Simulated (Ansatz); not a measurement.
**NiI2 (R-3m): Hubbard U and Hund's J by constrained RPA**

Aim: U, U′ and J for the Ni eg shell of NiI2 (R-3m).

Main program and level: Ansatz 0.2.0; non-magnetic LDA, then constrained RPA, plane waves, PAW.

The database entry behind the starting cell differs from later determinations by our own check (an axis about 0.9 % short against later determinations), so it need not match the best structure at ambient conditions.

## 1. The structure

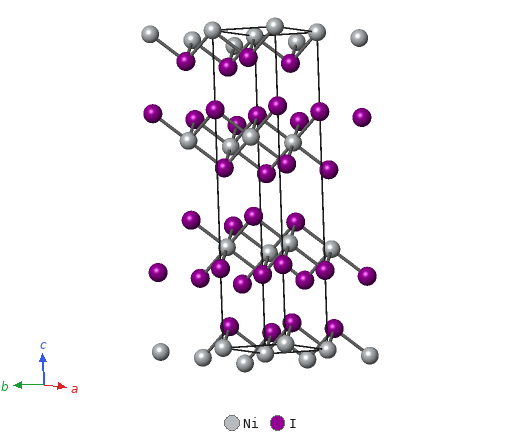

Start, viewed from a free direction; nickel light grey, iodine purple. 2×2×1 cells are drawn. This picture shows the conventional cell, with its axes. Bonds to atoms that aren't drawn are left out. Some periodic images of atoms are drawn too.

The cell and positions come from the Crystallography Open Database and are kept as given unless a step says otherwise. The program's search for lower electronic states was switched off, so nothing shows that the state found is the lowest. Spin-orbit coupling is left out unless a step names it. The default PAW set here is soft_2. Its files were made with PBE.

## 2. LDA bands and orbital weights

This step: DFT, LDA, plane waves, PAW.

input.yaml

```yaml
crystal:
  lattice:
    - [-2.86121186, -2.86121186, -5.61327146]
    - [-2.86121186, -5.61327146, -2.86121186]
    - [-5.61327146, -2.86121186, -2.86121186]
  atoms:
    - { symbol: Ni, position: [0.0, 0.0, 0.0] }
    - { symbol: I, position: [0.25, 0.25, 0.25] }
    - { symbol: I, position: [0.75, 0.75, 0.75] }
kpoints:
  mp_grid: { grid: [12, 12, 12] }
  band_path:
    path:
      - [[0.0, 0.0, 0.0], [0.5, 0.5, 0.5], [0.81368625, 0.18631375, 0.5]]
      - [[0.5, -0.18631375, 0.18631375], [0.5, 0.0, 0.0], [0.0, 0.0, 0.0], [0.34315688, -0.34315688, 0.0]]
      - [[0.65684312, 0.0, 0.34315688], [0.5, 0.0, 0.5], [0.0, 0.0, 0.0]]
    npoints: 10
hamiltonian:
  xc: lda
scf:
  occupations: { method: gaussian, width: 0.08 }
  n_extra_bands: 19
  max_iter: 150
  lower_state_search: "off"
output:
  eigenvalues: true
  fatbands: true
  write_density: true
  write_potential: true
  elf: true
  volumetric_format: npy
```

Launch:

```
ansatz run input.yaml --threads 8 --pin off --max-ram 14745MiB --backend cpu --events-out ev --progress --plain --runs-dir out
```

Numbers of over 12 decimals in the logs are rounded to 6 here.

The program printed:

```text
basis.fft_grid_basis auto: the FFT boxes are laid along the combinations [[1, -1, 0], [0, 1, 0], [0, -1, 1]] of the cell's own vectors, 3.892, 6.920 and 3.892 Å long. The dense box has 27×48×27 points. Along the cell's own vectors, as sized, it would have 48×48×48, 3.16 times as many. Of the 12 symmetry operations that the crystal satisfies within crystal.symmetry.tolerance (time reversal apart; of a slab, those that [...]
scf.n_extra_bands = 19 over 26 filled bands (N_el = 52.0): the run solves 45 bands
Engine: ansatz 0.2.0, aarch64-unknown-linux-gnu
Pseudopotentials: kind: paw
Pseudopotential: Ni, paw, valence charge 18, recommended cutoff 420 eV (normal), Ni.paw.azcp
Pseudopotential: I, paw, valence charge 17, recommended cutoff 420 eV (normal), I.paw.azcp
Functional definition: SPW92
  exchange = slater_x
  correlation = pw_c
Crystal: 3 atoms, lattice volume = 85.855 Å³
Basis set: ecut = 420 eV, 1713 PW (Γ), FFT grids on a1−a2, a2, −a2+a3
Bands: 45, of which v1, the nominal top of the filled ones, is band 26 counted from 1 (25 counted from 0)
Symmetry: 12 space group operations
Space group: R-3m (ITA 166), of the structure as read, at distance tolerance 4.4e-5 Å
k-points: 189 of 1728
Non-local potential: Ni, projectors of the file, l = 0: 3, l = 1: 2, l = 2: 3, l = 3: 1
Non-local potential: I, projectors of the file, l = 0: 2, l = 1: 2, l = 2: 2, l = 3: 2
PAW form: soft (Blöchl's): semilocal exchange-correlation on the pseudo side does not see the compensation charge
PAW frozen core: Ni, regenerated for the run's functional, and the local potential with it (the file was generated under x = pbe(κ = 0.804, μ = 0.219515), c = pbe(β = 0.066725))
PAW frozen core: I, regenerated for the run's functional, and the local potential with it (the file was generated under x = pbe(κ = 0.804, μ = 0.219515), c = pbe(β = 0.066725))
PAW one-centre angular grid: Ni, 590 points (default); XC on 64 Gauss nodes
PAW one-centre angular grid: I, 590 points (default); XC on 64 Gauss nodes
Initial density: superposition of atomic densities (neutral atoms: chi_scale 0, normalization atom), corrected by the library's trained network
Initial wavefunctions: pseudopotential atomic-orbital guess
Functional: x = slater, c = lda
SCF iter   1: F=—  HF=-20484.893938 eV  |F-HF|=—  |Δ(HF+E_count)|=         —  Δρ=6.31e-3  dr2=1.62e-2  ethr=1.77e-3  ⟨swp⟩=6.6  Hψ=41280  notcnv=0  defer=1852
preconditioner: auto → LDOS  [metal: Δε(μ)=0.019 eV  Ē_g=14.411 eV  σ=0.080 eV  W_gap=0.13  n_scr=28 (ndim 8)  ℏωp=19.6 eV  f_vac=0.056  D(μ)=4.74/eV (n_scr^D=36)  β→1.0]
SCF iter   2: F=—  HF=-20484.895026 eV  |F-HF|=—  |Δ(HF+E_count)|=   1.09e-3  Δρ=6.69e-3  dr2=2.14e-2  ethr=3.12e-5  ⟨swp⟩=2.0  Hψ=16372  notcnv=0  defer=2148
SCF iter   3: F=—  HF=-20484.889062 eV  |F-HF|=—  |Δ(HF+E_count)|=   5.96e-3  Δρ=2.25e-3  dr2=2.69e-3  ethr=3.12e-5  ⟨swp⟩=2.0  Hψ=12668  notcnv=0  defer=2148
SCF iter   4: F=—  HF=-20484.888718 eV  |F-HF|=—  |Δ(HF+E_count)|=   3.44e-4  Δρ=1.24e-3  dr2=9.31e-4  ethr=5.17e-6  ⟨swp⟩=1.9  Hψ=9180  notcnv=0  defer=2148
SCF iter   5: F=—  HF=-20484.888645 eV  |F-HF|=—  |Δ(HF+E_count)|=   7.34e-5  Δρ=7.86e-4  dr2=3.89e-4  ethr=1.79e-6  ⟨swp⟩=1.0  Hψ=6356  notcnv=0  defer=2148
SCF iter   6: F=—  HF=-20484.888606 eV  |F-HF|=—  |Δ(HF+E_count)|=   3.88e-5  Δρ=3.34e-4  dr2=7.72e-5  ethr=7.49e-7  ⟨swp⟩=1.1  Hψ=6382  notcnv=0  defer=2148
SCF iter   7: F=—  HF=-20484.888602 eV  |F-HF|=—  |Δ(HF+E_count)|=   3.94e-6  Δρ=9.65e-5  dr2=5.93e-6  ethr=1.48e-7  ⟨swp⟩=1.1  Hψ=6366  notcnv=0  defer=2148
SCF iter   8: F=—  HF=-20484.888602 eV  |F-HF|=—  |Δ(HF+E_count)|=   2.27e-7  Δρ=3.71e-5  dr2=1.00e-6  ethr=1.14e-8  ⟨swp⟩=1.4  Hψ=6535  notcnv=0  defer=2148
SCF iter   9: F=-20484.888602 eV  HF=-20484.888602 eV  |F-HF|=8.43e-9  |Δ(HF+E_count)|=   7.90e-8  Δρ=4.77e-6  dr2=1.11e-8  ethr=1.92e-10  ⟨swp⟩=10.7  Hψ=48547  notcnv=0
SCF 1 converged in 9 iterations: F = -20484.888602 eV  dr2 = 1.11e-8
  greatest PAW one-centre occupation: 1.002 electrons in one spin orbital (limit 2), on the Ni atom at site 0 (counted from 0), in its partial waves of l = 1
NSCF: frozen V_eff on 73 k-points
SCF converged after 9 iterations
Free energy (F): -20484.888602 eV
Harris-Foulkes:  -20484.888602 eV  (|F-HF|=8.43e-9)
Internal energy: -20484.873169 eV  (E = F + TS)
E sigma→0 (E₀):  -20484.880885 eV
Entropy (-TS):   -0.015433 eV (-5.144 meV/atom)
Fermi energy:    8.306646 eV
--- Per-component energies (eV) ---
  E_band       = -1149.567983
  E_kinetic    = 660.353623
  E_local      = -9041.740099  (includes V_loc(G=0)·N_el)
  E_nonlocal   = 476.040378
  E_hartree    = 4247.627600
  E_xc         = -336.082873
  E_vxc        = -362.707876  (∫ρ·V_xc dr)
  E_paw        = -10889.394843  (= ΣΔE_a)
  E_vpaw       = -1376.775036  (= ΣTr[D̂ρ^β])
  E_aug_tail   = 0.000554  (compensation charges beyond the density's cutoff)
  E_ewald      = -5603.674060
  E_core_change = 1.996551  (= ΣΔE_core)
  E_smearing   = -0.015433  (= −TS)
  E_closure    = 0.000000  (closes the sum)
  Σ components = -20484.888602   (vs F -20484.888602, Δ=0.00e0)
--- Band table (eV; the first three rows and the last of 189) ---
  k-point 0: bands = [... 22 lower, 7.3488, 7.5319, 7.5319, 8.6657, 8.6657, 11.5303, 12.6109, 14.6507, ... 15 higher]
  k-point 1: bands = [... 22 lower, 7.2544, 7.4565, 7.5808, 8.4857, 8.6047, 11.9122, 12.9963, 14.2702, ... 15 higher]
  k-point 2: bands = [... 22 lower, 7.0988, 7.4466, 7.6118, 8.2876, 8.4774, 12.4964, 13.3256, 14.4112, ... 15 higher]
  k-point 188: bands = [... 22 lower, 7.2506, 7.3228, 7.3228, 8.8168, 8.8168, 12.9228, 13.0713, 14.9818, ... 15 higher]
```

Run time: 7.2 s. Hardware: 8 threads of Arm Neoverse V1, shared host; peak memory 0.79 GiB; 54 s of CPU time.

Reading the cycles: dr2 is the Hartree energy of the density residual (eV), the measure of convergence; HF is the Harris–Foulkes estimate of the energy, which meets the free energy F at convergence.

The electronic bands at the labelled points (eV, zero at the Fermi level):

```tsv
point	band 23	band 24	band 25	band 26	band 27	band 28	band 29	band 30
Γ	-0.96	-0.77	-0.77	0.36	0.36	3.22	4.30	6.34
T	-1.06	-0.98	-0.98	0.51	0.51	4.62	4.76	6.68
H2	-1.07	-0.91	-0.89	-0.29	-0.14	3.33	4.66	6.60
jump to H0	-1.07	-0.91	-0.89	-0.29	-0.14	3.33	4.66	6.60
L	-1.30	-1.00	-0.92	-0.20	0.01	3.26	4.42	6.36
Γ	-0.96	-0.77	-0.77	0.36	0.36	3.22	4.30	6.34
S0	-1.07	-0.91	-0.88	-0.30	-0.15	3.34	5.08	6.08
jump to S2	-1.07	-0.91	-0.88	-0.30	-0.15	3.34	5.08	6.08
F	-1.37	-1.00	-0.93	0.34	0.42	2.01	4.21	5.10
Γ	-0.96	-0.77	-0.77	0.36	0.36	3.22	4.30	6.34
```

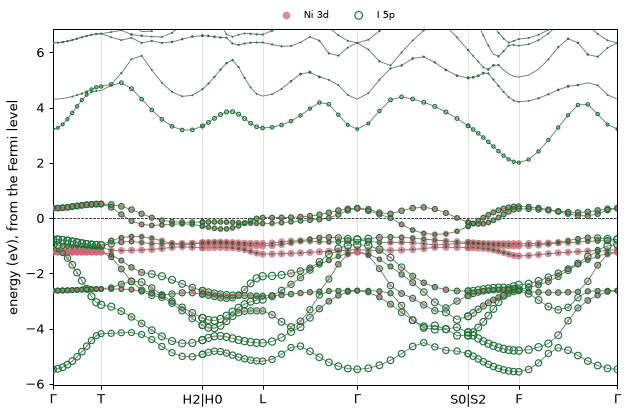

Electronic bands along the path; dots are coloured as in the legend, and their area grows with the weight.

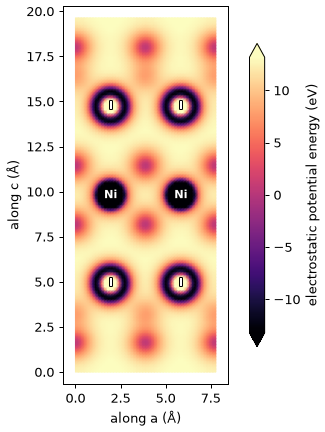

Electrostatic potential energy in the ac plane of the conventional cell at fractional y = 0.000, with atoms of Ni and I within 0.2 Å of it. With pseudopotentials it is smooth inside the atoms' cores, unlike the true potential. The map starts off the cell's origin, so that atoms lie inside it.

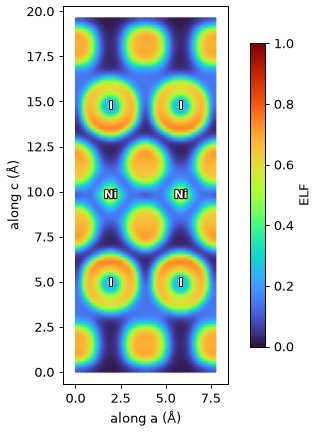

ELF in the ac plane of the conventional cell at fractional y = 0.000, with atoms of Ni and I within 0.2 Å of it. It is the smooth field of the valence electrons, not physical close to the nuclei. The map starts off the cell's origin, so that atoms lie inside it.

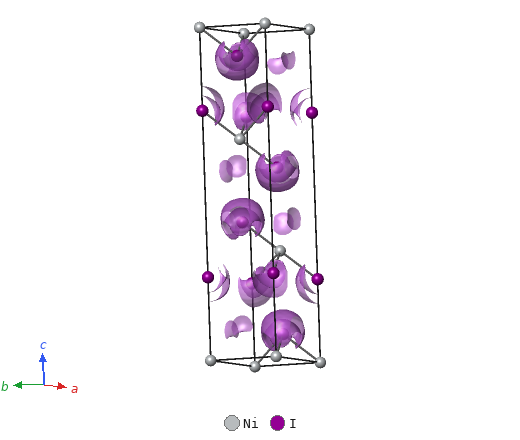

Surface of ELF = 0.66. Bonds to atoms that aren't drawn are left out.

## 3. Constrained RPA: Ni eg, bands v1 to c1, 6×6×6 mesh, medium accuracy

Constrained RPA screens the interaction with every transition except those inside the target bands, which a later many-body model would treat itself.

This step: constrained RPA on LDA, plane waves, PAW.

input.yaml, the sections that differ from step 2:

```yaml
kpoints:
  mp_grid: { grid: [12, 12, 12] }
output:
  crpa:
    kmesh: [6, 6, 6]
    target_bands: [v1, c1]
    projections: [{ species: Ni, l: d, shell: 3, orbitals: [dz2, dx2-y2] }]
  local_orbitals:
    kmesh: [6, 6, 6]
    orbitals: [{ species: Ni, l: d, shell: 3, orbitals: [dz2, dx2-y2] }]
    window: { bands: [v1, c1] }
    seedname: lo
# crystal, hamiltonian, scf: as in step 2
```

The program printed:

```text
[...]
Crystal: 3 atoms, lattice volume = 85.855 Å³
Basis set: ecut = 420 eV, 1713 PW (Γ)
Bands: 45, of which v1, the nominal top of the filled ones, is band 26 counted from 1 (25 counted from 0)
[... 1 set-up line as in the run before ...]
[...]
k-points: 189 of 1728
[...]
SCF iter   1: F=—  HF=-20484.893918 eV  |F-HF|=—  |Δ(HF+E_count)|=         —  Δρ=6.31e-3  dr2=1.62e-2  ethr=1.77e-3  ⟨swp⟩=6.6  Hψ=41262  notcnv=0  defer=1870
[...]
SCF iter   9: F=-20484.888602 eV  HF=-20484.888602 eV  |F-HF|=7.30e-9  |Δ(HF+E_count)|=   8.37e-8  Δρ=4.63e-6  dr2=1.02e-8  ethr=1.92e-10  ⟨swp⟩=10.8  Hψ=48668  notcnv=0
SCF 1 converged in 9 iterations: F = -20484.888602 eV  dr2 = 1.02e-8
[...]
NSCF: frozen V_eff on 35 k-points
[...]
cRPA screening: q 1/216
cRPA screening: q 2/216
cRPA screening: q 8/216 (q-point 3)
cRPA screening: q 14/216 (q-point 4)
cRPA screening: q 17/216 (q-point 8)
cRPA screening: q 23/216 (q-point 9)
cRPA screening: q 35/216 (q-point 10)
cRPA screening: q 47/216 (q-point 11)
cRPA screening: q 59/216 (q-point 12)
cRPA screening: q 65/216 (q-point 15)
cRPA screening: q 71/216 (q-point 16)
cRPA screening: q 83/216 (q-point 17)
cRPA screening: q 89/216 (q-point 22)
cRPA screening: q 92/216 (q-point 44)
cRPA screening: q 94/216 (q-point 45)
cRPA screening: q 100/216 (q-point 46)
cRPA screening: q 106/216 (q-point 47)
cRPA screening: q 112/216 (q-point 48)
cRPA screening: q 118/216 (q-point 51)
cRPA screening: q 124/216 (q-point 52)
cRPA screening: q 136/216 (q-point 53)
cRPA screening: q 148/216 (q-point 54)
cRPA screening: q 160/216 (q-point 58)
cRPA screening: q 166/216 (q-point 59)
cRPA screening: q 178/216 (q-point 60)
cRPA screening: q 184/216 (q-point 65)
cRPA screening: q 190/216 (q-point 87)
cRPA screening: q 192/216 (q-point 88)
cRPA screening: q 198/216 (q-point 89)
cRPA screening: q 204/216 (q-point 94)
cRPA screening: q 210/216 (q-point 95)
cRPA screening: q 216/216 (q-point 130)
SCF converged after 9 iterations
Free energy (F): -20484.888602 eV
[...]
Internal energy: -20484.873169 eV  (E = F + TS)
E sigma→0 (E₀):  -20484.880885 eV
Entropy (-TS):   -0.015433 eV (-5.144 meV/atom)
Fermi energy:    8.306644 eV
[...]
--- Band table (eV; the first three rows and the last of 189) ---
  k-point 0: bands = [... 22 lower, 7.3488, 7.5319, 7.5319, 8.6657, 8.6657, 11.5303, 12.6109, 14.6507, ... 15 higher]
  k-point 1: bands = [... 22 lower, 7.2544, 7.4565, 7.5808, 8.4857, 8.6047, 11.9122, 12.9963, 14.2702, ... 15 higher]
  k-point 2: bands = [... 22 lower, 7.0988, 7.4466, 7.6118, 8.2876, 8.4774, 12.4964, 13.3256, 14.4112, ... 15 higher]
  k-point 188: bands = [... 22 lower, 7.2506, 7.3228, 7.3228, 8.8168, 8.8168, 12.9228, 13.0713, 14.9818, ... 15 higher]
--- cRPA (band scheme, projected local orbitals): target bands 26..27 (1-based), 2 Wannier function(s), 6×6×6 mesh, 54 bands' worth read of 59 solved, ecut_chi 136.0 eV, v(q+G=0) probe_charge, pair densities all_electron ---
  χ-basis size per q: N_G = 300..331
  window electrons = 2.0000, filled by tetrahedron_uncorrected; constrained ε̄⁻¹(q = 0, 0) head = 0.103725; min gauge Gram eig = 0.3528
  Kanamori averages over each shell's own Wannier functions (sites counted from 0, functions from 1):
    Site 0, 3D, 2 of 5 d orbitals (Wannier functions 1, 2; wannier90's mr 1, 4):
      screened: U = 1.3118 eV, U' = 0.7756 eV, J = 0.2681 eV
      screened, to within: U = 3.0e-3 eV, U' = 3.0e-3 eV, J = 4.0e-4 eV
      bare: V = 11.5335 eV, V' = 10.6050 eV, J = 0.4642 eV
  Hermiticity witness max|P − P†| over intra, direct and exchange elements: 1.07e-14 eV (screened), 5.54e-23 eV (bare)
  Reality witness max|Im| over intra, direct and exchange elements: 9.55e-22 eV (screened), 2.08e-20 eV (bare)
```

The job ended after 10 min (8 threads; peak memory 1.2 GiB).

This step gave:

```
U                                                 : 1.312 eV
U prime (inter-orbital)                           : 0.7756 eV
J                                                 : 0.2681 eV
bare V                                            : 11.53 eV
bare J                                            : 0.4642 eV
stated bound on U                                 : 0.002918 eV
U over bare V                                     : 0.1137
electrons in the window                           : 2.000
head of the constrained inverse dielectric matrix : 0.1037
least eigenvalue of the projection's overlap      : 0.3528
target functions                                  : 2
bands in the sums                                 : 54
r.m.s. miss of the model bands                    : 0.01414 eV
width of the target bands                         : 1.100 eV
weight of the projected orbitals in the window    : 0.5313
```

On the Ni eg shell, screening brings the on-site interaction from 11.5 eV down to U = 1.31 eV.

Kanamori averages over each shell's functions. Crpa shells, by row:

```tsv
site	element	shell	orbitals	U (eV)	U' (eV)	J (eV)	bare V (eV)	bare V' (eV)	bare J (eV)	bound on U (eV)
1	Ni	3D	2	1.312	0.7756	0.2681	11.53	10.61	0.4642	0.002918
```

Density-density elements U_iijj, eV. U matrix, by row:

```tsv
orbital	Ni1 dz2	Ni1 dx2-y2
Ni1 dz2	1.312	0.776
Ni1 dx2-y2	0.776	1.312
```

Exchange elements U_ijji, eV. J matrix, by row:

```tsv
orbital	Ni1 dz2	Ni1 dx2-y2
Ni1 dz2	-	0.268
Ni1 dx2-y2	0.268	-
```

Projected local orbitals of the target window. The electronic bands at the labelled points (eV, zero at the Fermi level; # counts the bands kept):

```tsv
point	#1	#2
Γ	0.36	0.36
T	0.51	0.51
H2	-0.29	-0.14
jump to H0	-0.29	-0.14
L	-0.20	0.01
Γ	0.36	0.36
S0	-0.30	-0.15
jump to S2	-0.30	-0.15
F	0.34	0.42
Γ	0.36	0.36
```

The same for Kohn-Sham, solved directly:

```tsv
point	#1	#2
Γ	0.36	0.36
T	0.51	0.51
H2	-0.29	-0.14
H0	-0.29	-0.14
L	-0.20	0.01
Γ	0.36	0.36
S0	-0.30	-0.15
S2	-0.30	-0.15
F	0.34	0.42
Γ	0.36	0.36
```

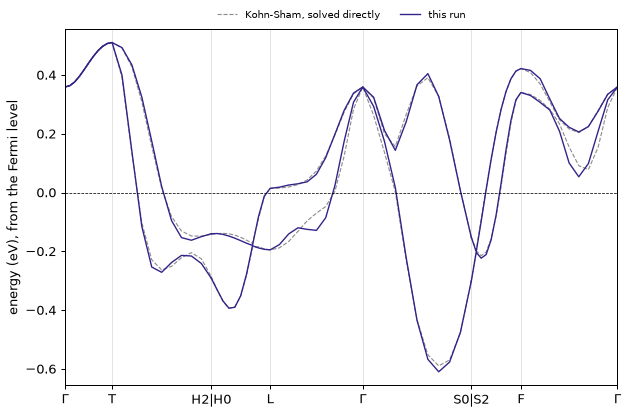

Electronic bands along the path; dashed: Kohn-Sham, solved directly.

Onsite levels, by row:

```tsv
orbital	level less Fermi level (eV)
Ni1 dz2	-0.0114
Ni1 dx2-y2	-0.0114
```

Largest distinct elements between sites. Hoppings, by row:

```tsv
from	to	cell	distance (Å)	t (eV)
Ni1 dx2-y2	Ni1 dx2-y2	0 2 -2	7.784	0.089
Ni1 dx2-y2	Ni1 dx2-y2	-1 1 1	7.939	0.0765
Ni1 dz2	Ni1 dz2	2 0 -2	7.784	0.063
Ni1 dz2	Ni1 dz2	-1 1 -1	7.939	0.0522
Ni1 dz2	Ni1 dx2-y2	-2 2 0	7.784	0.045
Ni1 dz2	Ni1 dx2-y2	1 -1 1	7.939	-0.0421
Ni1 dz2	Ni1 dz2	0 1 -1	3.892	0.0415
Ni1 dx2-y2	Ni1 dx2-y2	-1 0 1	3.892	0.0374
Ni1 dz2	Ni1 dz2	2 -1 0	8.842	-0.0361
Ni1 dx2-y2	Ni1 dx2-y2	1 0 -2	8.842	-0.0303
Ni1 dz2	Ni1 dz2	-1 1 0	3.892	0.0291
Ni1 dx2-y2	Ni1 dx2-y2	0 -1 1	3.892	0.0249
```

## 4. Summary of results

```
Ni eg  : U 1.31 eV, U′ 0.78 eV, J 0.27 eV, bare V 11.5 eV
method : constrained RPA on non-magnetic LDA, 6×6×6 mesh, static; search for lower states off
```

**Reading.** For Ni eg, screening cuts the on-site interaction from 11.53 eV to 1.31 eV. U − 2J differs from U′ by +0.00 eV, so the Kanamori relation holds well. U is 1.2 times the width of the target bands. The parent state is non-magnetic and the interaction static (zero frequency); U depends on the window and the orbitals, so it belongs to this model alone. The bands cross the Fermi level under this constraint, which need not be the crystal's state: magnetic order, correlation or a lattice distortion may open a gap.

[Paths, hosts, dates, memory and timing lines, banners, echoed tables and standing remarks are left out of the program output.]

[Logs are printed without paths, hosts, clocks, repeated set-up lines and the standing remarks that a program may print on its own settings, such as how far it seeks lower states.]

[Runs of the session that timed out or met a known fault of the program may be left out.]

[Hosts, paths, dates, database ids (printed as entryN), source tags and the programs' standing remarks are cut or masked in the printed files.]
